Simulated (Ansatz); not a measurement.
BSiH$_{4}$O$_{2}$F (charge +1): geometry relaxation

- system: BSiH$_{4}$O$_{2}$F, charge +1, multiplicity 2
- method: HF/STO-3G, UHF (Ansatz 0.2.0)

The starting geometry was optimised with HF/STO-3G. Figures and captions count atoms from 1; the log counts them from 0 in places.

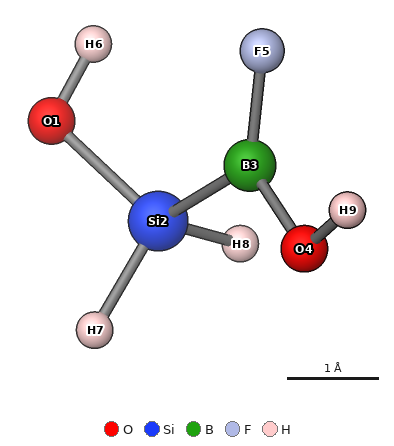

Figure 1. The structure as given in the input (ball-and-stick view, seen at a tilt; atoms are numbered from 1 in the order of the input). Bond lengths as drawn: B–F 1.32 Å, B–O 1.35 Å, B–Si 1.99 Å, H–O 0.98 to 0.99 Å, H–Si 1.42 to 1.43 Å and O–Si 1.69 Å.

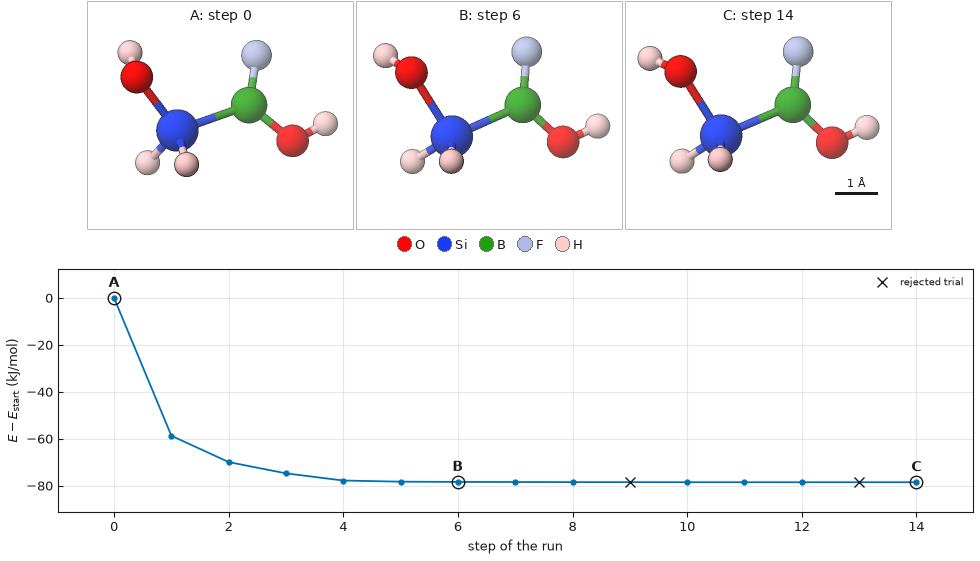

Figure 2. Frames of the relaxation (ball-and-stick view, seen at a tilt) above the curves, on which the letters mark them (the first geometry is step 0 here and step 1 in the log).

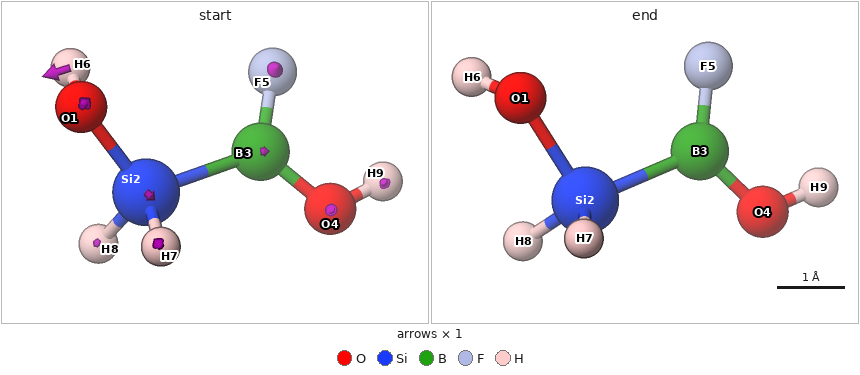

Figure 3. Before (left) and after (right) the relaxation, at one scale (ball-and-stick view, seen at a tilt). The pink arrows give the displacements, at true length. The largest move after the best rigid fit is that of H6, 0.45 Å. By element the largest moves are H 0.45 Å, F 0.32 Å, O 0.25 Å, Si 0.19 Å, B 0.14 Å. Among the contacts that change: O1–Si2 1.694 → 1.866 Å, O1–H6 0.986 → 1.012 Å, Si2–B3 1.985 → 2.011 Å, B3–O4 1.352 → 1.328 Å. Among the angles that change: Si2–O1–H6 107.2° → 119.8°, O1–Si2–H8 109.5° → 98.6°, B3–Si2–H8 109.3° → 119.5°. After 14 geometry steps the energy has fallen by 78.5 kJ/mol. Largest force component: 4.6 eV/Å at the start, 0.0019 eV/Å at the end. The line search rejected the trial steps at points 9, 13 (counted from 0) and went back. (Atoms are counted from 1 in the order of the input.)

The input that produced these results follows, with the program's output.

## Input
```yaml
crystal:
  periodic: [false, false, false]
  atoms:
    - {symbol: O, position_ang: [1.257742, 0.741996, 1.636524]}
    - {symbol: Si, position_ang: [0.800098, -0.405939, 0.477183]}
    - {symbol: B, position_ang: [-0.715724, 0.196490, -0.654437]}
    - {symbol: O, position_ang: [-0.874118, -0.357271, -1.877098]}
    - {symbol: F, position_ang: [-1.593410, 1.101853, -0.274957]}
    - {symbol: H, position_ang: [0.463520, 0.929540, 2.190776]}
    - {symbol: H, position_ang: [1.963833, -0.641146, -0.307231]}
    - {symbol: H, position_ang: [0.448044, -1.626948, 1.128584]}
    - {symbol: H, position_ang: [-1.661583, 0.015125, -2.336444]}
basis:
  gaussian:
    orbitals: STO-3G
total_charge: 1
magnetization:
  spin_polarized: true
  initial_magnetization: 1
hamiltonian:
  xc: hf
relax: {}
```

Command:
```bash
ansatz run molecule.yaml --threads 1 --pin off --max-ram 3480MiB --events-out events.jsonl --progress --plain --runs-dir runs
```

## Output
```
The last accepted step is kept in runs//last_step.txt (removed where the run ends without a failure and the disk answers)
Functional definition: HF
  name "HF"
  exchange = exact_x
  correlation = 0
475 factors; integrals over basis functions are off by at most 1.1e-5 eV
mean field evaluation 1: about -15173.8829 eV, gradient 2.9e1 eV
mean field evaluation 2: about -15173.9638 eV, gradient 2.9e1 eV
mean field evaluation 4: about -15180.4924 eV, gradient 3.2e0 eV
mean field evaluation 8: about -15181.6426 eV, gradient 1.4e0 eV
mean field evaluation 16: about -15181.7133 eV, gradient 5.7e-5 eV
mean field evaluation 32: about -15180.3020 eV, gradient 2.0e-1 eV
mean field evaluation 64: about -15178.9424 eV, gradient 1.7e0 eV
mean field -15181.71328348 eV, -557.9176726330 hartree, gradient 5.7e-5 eV, S^2 0.757129; 0 other end points of the search recorded, 0 dependent functions left out
the calculation of the forces begins
reference -15181.71328348 eV, -557.9176726330 hartree; 24, 23 occupied and 9, 10 virtual orbitals, 475 factors
relax step   1: F+E_penalty+E_count = -15181.71328348 eV  Δ(F+E_penalty+E_count) = +0.000e0 eV  max|allowed force component| = 4.614e0 eV/Å  Δτ_max = 0.0000 Å  (98 SCF iters, accepted)
these checks for a lower state are left out or cut short: starts, cluster_reference, orbital_swaps, neighbouring_geometries, increment
475 factors; integrals over basis functions are off by at most 1.1e-5 eV
mean field -15182.32164727 eV, -557.9400295898 hartree, gradient 2.0e-5 eV, S^2 0.756957; 0 other end points of the search recorded, 0 dependent functions left out
[... from here on the field's lines of each further geometry are left out, up to the last ...]
relax step   2: F+E_penalty+E_count = -15182.32164727 eV  Δ(F+E_penalty+E_count) = -6.084e-1 eV  max|allowed force component| = 2.022e0 eV/Å  Δτ_max = 0.1531 Å  (43 SCF iters, accepted)
relax step   3: F+E_penalty+E_count = -15182.43786226 eV  Δ(F+E_penalty+E_count) = -1.162e-1 eV  max|allowed force component| = 1.365e0 eV/Å  Δτ_max = 0.1523 Å  (42 SCF iters, accepted)
relax step   4: F+E_penalty+E_count = -15182.48772013 eV  Δ(F+E_penalty+E_count) = -4.986e-2 eV  max|allowed force component| = 9.493e-1 eV/Å  Δτ_max = 0.1203 Å  (45 SCF iters, accepted)
relax step   5: F+E_penalty+E_count = -15182.51932809 eV  Δ(F+E_penalty+E_count) = -3.161e-2 eV  max|allowed force component| = 2.463e-1 eV/Å  Δτ_max = 0.0867 Å  (44 SCF iters, accepted)
relax step   6: F+E_penalty+E_count = -15182.52441647 eV  Δ(F+E_penalty+E_count) = -5.088e-3 eV  max|allowed force component| = 9.649e-2 eV/Å  Δτ_max = 0.1202 Å  (43 SCF iters, accepted)
relax step   7: F+E_penalty+E_count = -15182.52553974 eV  Δ(F+E_penalty+E_count) = -1.123e-3 eV  max|allowed force component| = 4.953e-2 eV/Å  Δτ_max = 0.0350 Å  (40 SCF iters, accepted)
relax step   8: F+E_penalty+E_count = -15182.52587388 eV  Δ(F+E_penalty+E_count) = -3.341e-4 eV  max|allowed force component| = 1.150e-1 eV/Å  Δτ_max = 0.0798 Å  (43 SCF iters, accepted)
relax step   9: F+E_penalty+E_count = -15182.52637994 eV  Δ(F+E_penalty+E_count) = -5.061e-4 eV  max|allowed force component| = 7.875e-2 eV/Å  Δτ_max = 0.0361 Å  (41 SCF iters, accepted)
relax step  10: F+E_penalty+E_count = -15182.52507651 eV  Δ(F+E_penalty+E_count) = +1.303e-3 eV  max|allowed force component| = 1.252e-1 eV/Å  Δτ_max = 0.0163 Å  (40 SCF iters, rejected (line search))
relax step  11: F+E_penalty+E_count = -15182.52678251 eV  Δ(F+E_penalty+E_count) = -4.026e-4 eV  max|allowed force component| = 8.209e-3 eV/Å  Δτ_max = 0.0078 Å  (38 SCF iters, accepted)
relax step  12: F+E_penalty+E_count = -15182.52683121 eV  Δ(F+E_penalty+E_count) = -4.870e-5 eV  max|allowed force component| = 1.768e-2 eV/Å  Δτ_max = 0.0142 Å  (37 SCF iters, accepted)
relax step  13: F+E_penalty+E_count = -15182.52685603 eV  Δ(F+E_penalty+E_count) = -2.482e-5 eV  max|allowed force component| = 2.839e-2 eV/Å  Δτ_max = 0.0166 Å  (38 SCF iters, accepted)
relax step  14: F+E_penalty+E_count = -15182.52684338 eV  Δ(F+E_penalty+E_count) = +1.265e-5 eV  max|allowed force component| = 3.318e-2 eV/Å  Δτ_max = 0.0127 Å  (37 SCF iters, rejected (line search))
the calculation of the forces begins
reference -15182.52687705 eV, -557.9475716453 hartree; 24, 23 occupied and 9, 10 virtual orbitals, 475 factors
relax step  15: F+E_penalty+E_count = -15182.52687705 eV  Δ(F+E_penalty+E_count) = -2.102e-5 eV  max|allowed force component| = 1.908e-3 eV/Å  Δτ_max = 0.0050 Å  (38 SCF iters, accepted)
475 factors; integrals over basis functions are off by at most 1.1e-5 eV
mean field evaluation 192: about -15182.5269 eV, gradient 5.4e-5 eV
mean field evaluation 224: about -15182.4829 eV, gradient 4.6e-1 eV
mean field -15182.52687705 eV, -557.9475716453 hartree, gradient 1.8e-5 eV, S^2 0.756610; 2 other end points of the search recorded, 0 dependent functions left out
the calculation of the forces begins
reference -15182.52687705 eV, -557.9475716453 hartree; 24, 23 occupied and 9, 10 virtual orbitals, 475 factors
Total energy: -15182.52687705 eV, -557.9475716453 hartree
Atom 0 at     1.029867     0.831747     1.601065 Å, force    -0.000423     0.000717     0.001907 eV/Å
Atom 1 at     0.752550    -0.500003     0.323411 Å, force    -0.000964    -0.001311     0.000142 eV/Å
Atom 2 at    -0.754477     0.240498    -0.782605 Å, force     0.000848    -0.001437    -0.000847 eV/Å
Atom 3 at    -1.029969    -0.457711    -1.877538 Å, force    -0.000166     0.000138    -0.000221 eV/Å
Atom 4 at    -1.386170     1.318727    -0.409879 Å, force    -0.000737     0.001391     0.000620 eV/Å
Atom 5 at     0.662349     0.715184     2.536972 Å, force     0.001097     0.000119    -0.001441 eV/Å
Atom 6 at     2.078738    -0.510556    -0.200604 Å, force     0.000228     0.000400     0.000325 eV/Å
Atom 7 at     0.503898    -1.592822     1.205412 Å, force     0.000075     0.000119    -0.000429 eV/Å
Atom 8 at    -1.768383    -0.091365    -2.413335 Å, force     0.000042    -0.000136    -0.000056 eV/Å
Dipole moment:     0.334440    -0.057851     0.871227 e Å
```

## Trajectory as extended XYZ (Å, eV, eV/Å), 15 frames, from step=1 to step=15
```
9
Properties=species:S:1:pos:R:3:forces:R:3 step=1 energy=-15181.71328
O     1.2577    0.7420    1.6365    1.1386   1.6568   1.4882
Si    0.8001   -0.4059    0.4772   -0.4219  -4.0388  -4.6137
B    -0.7157    0.1965   -0.6544   -1.5880   0.9665  -1.2322
O    -0.8741   -0.3573   -1.8771    0.7567   0.0123   1.1006
F    -1.5934    1.1019   -0.2750    0.5077  -0.1977   0.3786
H     0.4635    0.9295    2.1908   -0.8516   0.9437   1.6690
H     1.9638   -0.6411   -0.3072    0.3215   0.3236   0.3364
H     0.4480   -1.6269    1.1286    0.1144   0.3915   0.8402
H    -1.6616    0.0151   -2.3364    0.0227  -0.0580   0.0330
9
Properties=species:S:1:pos:R:3:forces:R:3 step=2 energy=-15182.32165
O     1.1575    0.7498    1.5541   -0.3409   1.2867   1.7637
Si    0.8179   -0.4998    0.3575   -0.2269  -2.0216  -1.3480
B    -0.7155    0.2617   -0.6903   -0.6594  -0.2231  -0.4277
O    -0.8988   -0.3369   -1.8716   -0.0153   0.2549   0.3159
F    -1.5555    1.1697   -0.2487    0.6067  -0.1834   0.1753
H     0.3994    0.8754    2.2292    0.6500   0.1736  -0.1464
H     2.0968   -0.6595   -0.2793   -0.3016   0.1490   0.2295
H     0.4986   -1.6028    1.2495    0.1653   0.6489  -0.4047
H    -1.7121   -0.0041   -2.3175    0.1220  -0.0850  -0.1576
9
Properties=species:S:1:pos:R:3:forces:R:3 step=3 energy=-15182.43786
O     1.1227    0.8005    1.5526   -0.8988   0.3392   1.3648
Si    0.7941   -0.5396    0.3288   -0.2791  -0.7602   0.1517
B    -0.7870    0.1622   -0.6941    0.0096   1.0359  -0.4527
O    -0.9577   -0.3776   -1.9005   -0.5998   0.2957  -0.0179
F    -1.4864    1.1982   -0.2666    0.3915  -0.8243  -0.0104
H     0.4726    0.8638    2.3623    0.9815  -0.0239  -1.1108
H     2.0905   -0.6227   -0.2795   -0.2467   0.0689   0.1141
H     0.5359   -1.5850    1.2879    0.1917   0.2645  -0.3265
H    -1.6963    0.0537   -2.4080    0.4502  -0.3959   0.2877
9
Properties=species:S:1:pos:R:3:forces:R:3 step=4 energy=-15182.48772
O     1.0484    0.8244    1.5194    0.0886   0.0721   0.0288
Si    0.7704   -0.5721    0.3211    0.4973  -0.1185   0.0364
B    -0.7445    0.1721   -0.7215    0.3141  -0.5526  -0.6647
O    -0.9860   -0.3679   -1.9079    0.1089  -0.1468   0.0232
F    -1.3861    1.1639   -0.2097   -0.7847   0.9493   0.3603
H     0.4911    0.8884    2.3601   -0.0418  -0.0248   0.0734
H     2.0850   -0.5914   -0.2354   -0.0589  -0.0623   0.0315
H     0.5340   -1.6074    1.2631   -0.0031  -0.1756   0.1260
H    -1.7238    0.0437   -2.4063   -0.1203   0.0593  -0.0149
9
Properties=species:S:1:pos:R:3:forces:R:3 step=5 energy=-15182.51933
O     1.0862    0.8217    1.5566   -0.1445   0.0087   0.2378
Si    0.7748   -0.5469    0.3256    0.1073  -0.0333   0.0215
B    -0.7469    0.2034   -0.7431   -0.2298   0.0566  -0.0441
O    -0.9713   -0.3732   -1.9184   -0.0837   0.0861  -0.0077
F    -1.4578    1.1855   -0.2535    0.0636  -0.0460  -0.0640
H     0.5302    0.8599    2.4080    0.1739  -0.0228  -0.2463
H     2.0835   -0.6078   -0.2392   -0.0190   0.0176   0.0366
H     0.5248   -1.5959    1.2600   -0.0128  -0.0001  -0.0254
H    -1.7351    0.0069   -2.4130    0.1450  -0.0667   0.0916
9
Properties=species:S:1:pos:R:3:forces:R:3 step=6 energy=-15182.52442
O     1.0618    0.8204    1.5779    0.0082  -0.0204   0.0190
Si    0.7749   -0.5271    0.3206    0.0334  -0.0398   0.0056
B    -0.7448    0.2261   -0.7548    0.0222  -0.0383  -0.0156
O    -1.0048   -0.4170   -1.8848   -0.0738  -0.0239  -0.0965
F    -1.4018    1.2658   -0.3232   -0.0539   0.0832   0.0265
H     0.5482    0.7994    2.4500    0.0148   0.0054   0.0102
H     2.0927   -0.5616   -0.2254   -0.0300   0.0117   0.0227
H     0.5207   -1.6055    1.2211    0.0131   0.0390  -0.0156
H    -1.7584   -0.0468   -2.3985    0.0660  -0.0170   0.0436
9
Properties=species:S:1:pos:R:3:forces:R:3 step=7 energy=-15182.52554
O     1.0579    0.8154    1.5881    0.0202   0.0297   0.0141
Si    0.7716   -0.5191    0.3191    0.0266  -0.0464   0.0201
B    -0.7455    0.2318   -0.7613   -0.0222  -0.0349  -0.0458
O    -1.0173   -0.4334   -1.8769   -0.0100   0.0026  -0.0328
F    -1.3914    1.2868   -0.3491   -0.0218   0.0495   0.0110
H     0.5647    0.7793    2.4709    0.0007  -0.0060   0.0158
H     2.0911   -0.5451   -0.2218   -0.0172   0.0032   0.0091
H     0.5194   -1.6018    1.2137    0.0063   0.0102  -0.0176
H    -1.7621   -0.0603   -2.3998    0.0173  -0.0079   0.0262
9
Properties=species:S:1:pos:R:3:forces:R:3 step=8 energy=-15182.52587
O     1.0462    0.8130    1.6096   -0.0517   0.0132   0.1095
Si    0.7668   -0.5035    0.3183   -0.0050  -0.0266   0.0031
B    -0.7453    0.2450   -0.7749   -0.0699   0.0251  -0.0711
O    -1.0401   -0.4633   -1.8608    0.0367   0.0780   0.1143
F    -1.3603    1.3360   -0.4037    0.0507  -0.1150  -0.0526
H     0.5914    0.7383    2.5131    0.0560  -0.0030  -0.1074
H     2.0896   -0.5126   -0.2140   -0.0026   0.0022   0.0044
H     0.5181   -1.6042    1.1911    0.0019   0.0124  -0.0024
H    -1.7779   -0.0950   -2.3957   -0.0160   0.0136   0.0025
9
Properties=species:S:1:pos:R:3:forces:R:3 step=9 energy=-15182.52638
O     1.0373    0.8291    1.6002    0.0082  -0.0254  -0.0313
Si    0.7614   -0.5035    0.3237   -0.0184  -0.0007  -0.0741
B    -0.7487    0.2390   -0.7789    0.0180   0.0621   0.0787
O    -1.0292   -0.4517   -1.8754   -0.0347  -0.0554  -0.0671
F    -1.3773    1.3165   -0.3971   -0.0056  -0.0080  -0.0054
H     0.6256    0.7282    2.5187   -0.0066   0.0114   0.0410
H     2.0848   -0.5186   -0.2079   -0.0029   0.0056   0.0212
H     0.5092   -1.5968    1.2038    0.0089   0.0058   0.0186
H    -1.7746   -0.0884   -2.4043    0.0331   0.0047   0.0183
9
Properties=species:S:1:pos:R:3:forces:R:3 step=10 energy=-15182.52508 accepted=F
O     1.0298    0.8266    1.5910    0.0070   0.0424   0.0338
Si    0.7596   -0.5090    0.3154   -0.0049   0.0393   0.1252
B    -0.7530    0.2372   -0.7796    0.0607  -0.1241  -0.0464
O    -1.0333   -0.4574   -1.8772   -0.0237   0.1174   0.0337
F    -1.3865    1.3106   -0.3981    0.0002   0.0295   0.0101
H     0.6380    0.7275    2.5193    0.0068  -0.0101  -0.0275
H     2.0912   -0.5179   -0.1947   -0.0165  -0.0095  -0.0437
H     0.5113   -1.5907    1.2115   -0.0105  -0.0277  -0.0428
H    -1.7689   -0.0731   -2.4046   -0.0190  -0.0572  -0.0423
9
Properties=species:S:1:pos:R:3:forces:R:3 step=11 energy=-15182.52678
O     1.0369    0.8271    1.6003   -0.0034  -0.0034  -0.0006
Si    0.7589   -0.5037    0.3219    0.0000  -0.0038  -0.0062
B    -0.7508    0.2391   -0.7792    0.0056   0.0017   0.0064
O    -1.0312   -0.4556   -1.8751   -0.0038   0.0082   0.0040
F    -1.3799    1.3170   -0.4007   -0.0023  -0.0015  -0.0043
H     0.6322    0.7279    2.5228    0.0036   0.0013   0.0017
H     2.0838   -0.5162   -0.2053   -0.0011   0.0019   0.0009
H     0.5100   -1.5961    1.2043   -0.0005   0.0011   0.0019
H    -1.7715   -0.0859   -2.4062    0.0019  -0.0055  -0.0038
9
Properties=species:S:1:pos:R:3:forces:R:3 step=12 energy=-15182.52683
O     1.0337    0.8287    1.6005   -0.0084  -0.0020   0.0177
Si    0.7566   -0.5024    0.3222   -0.0031   0.0050  -0.0002
B    -0.7520    0.2399   -0.7807    0.0040  -0.0002   0.0069
O    -1.0312   -0.4569   -1.8755   -0.0050   0.0035  -0.0034
F    -1.3816    1.3186   -0.4054    0.0009  -0.0008  -0.0002
H     0.6436    0.7218    2.5287    0.0096   0.0033  -0.0161
H     2.0821   -0.5133   -0.2035    0.0006  -0.0010  -0.0002
H     0.5079   -1.5944    1.2051   -0.0003  -0.0030  -0.0013
H    -1.7707   -0.0883   -2.4084    0.0018  -0.0047  -0.0033
9
Properties=species:S:1:pos:R:3:forces:R:3 step=13 energy=-15182.52686
O     1.0310    0.8312    1.6008   -0.0131  -0.0044   0.0284
Si    0.7535   -0.5006    0.3231   -0.0039   0.0009   0.0029
B    -0.7544    0.2398   -0.7818    0.0064   0.0054  -0.0032
O    -1.0308   -0.4579   -1.8768   -0.0015  -0.0018  -0.0037
F    -1.3849    1.3189   -0.4094   -0.0011   0.0005   0.0043
H     0.6578    0.7163    2.5352    0.0128   0.0050  -0.0277
H     2.0794   -0.5110   -0.2014    0.0005  -0.0003  -0.0014
H     0.5053   -1.5930    1.2057    0.0002  -0.0022  -0.0002
H    -1.7685   -0.0899   -2.4126   -0.0004  -0.0031   0.0006
9
Properties=species:S:1:pos:R:3:forces:R:3 step=14 energy=-15182.52684 accepted=F
O     1.0289    0.8328    1.6013   -0.0139  -0.0047   0.0331
Si    0.7510   -0.4993    0.3238    0.0086   0.0061  -0.0020
B    -0.7542    0.2417   -0.7842   -0.0209  -0.0147   0.0048
O    -1.0295   -0.4580   -1.8784    0.0076   0.0027  -0.0004
F    -1.3884    1.3185   -0.4116    0.0069   0.0052  -0.0015
H     0.6688    0.7124    2.5402    0.0132   0.0048  -0.0332
H     2.0775   -0.5096   -0.1994    0.0018  -0.0012   0.0005
H     0.5026   -1.5920    1.2059   -0.0032   0.0001  -0.0017
H    -1.7682   -0.0928   -2.4146    0.0001   0.0019   0.0004
9
Properties=species:S:1:pos:R:3:forces:R:3 step=15 energy=-15182.52688
O     1.0299    0.8317    1.6011   -0.0004   0.0007   0.0019
Si    0.7526   -0.5000    0.3234   -0.0010  -0.0013   0.0001
B    -0.7545    0.2405   -0.7826    0.0008  -0.0014  -0.0008
O    -1.0300   -0.4577   -1.8775   -0.0002   0.0001  -0.0002
F    -1.3862    1.3187   -0.4099   -0.0007   0.0014   0.0006
H     0.6623    0.7152    2.5370    0.0011   0.0001  -0.0014
H     2.0787   -0.5106   -0.2006    0.0002   0.0004   0.0003
H     0.5039   -1.5928    1.2054    0.0001   0.0001  -0.0004
H    -1.7684   -0.0914   -2.4133    0.0000  -0.0001  -0.0001
```

## Results in brief

| quantity | value |
| --- | --- |
| outcome | converged |
| total energy | −557.947572 hartree |
| basis functions | 33 |
| largest force | 0.002 eV/Å |
| ⟨S²⟩ | 0.757 |
| SCF solution under orbital rotations | stable |
| hardware | 1 thread of Arm Neoverse V2, 24 GiB of memory available, shared host |
| wall time | 16 s |
| peak memory | 0.13 GiB |
